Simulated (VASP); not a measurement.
Band structure of BeTe (zinc blende). All values below come from PBEsol GGA with spin-orbit coupling, VASP's PBE PAW potentials (set 64) (plane waves; VASP 6.6.1).

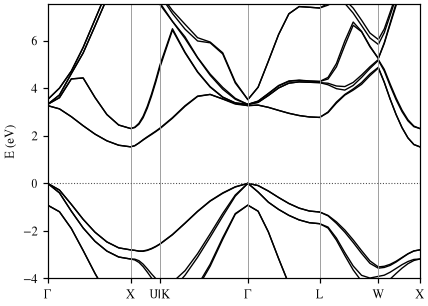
Fig. 1. Bands along high-symmetry lines, zero at the valence-band maximum or, without a gap, the Fermi level

Read the plot: is there a gap, and where are the band edges?

The gap is indirect, 1.53 eV, from the valence maximum at Γ to the conduction minimum at X.

Measured: gap 2.80 eV (computed value off by -1.27 eV), as given by Das et al., (2018), arXiv:1807.05623.

The compound is BeTe in the zinc blende structure. It was relaxed first.
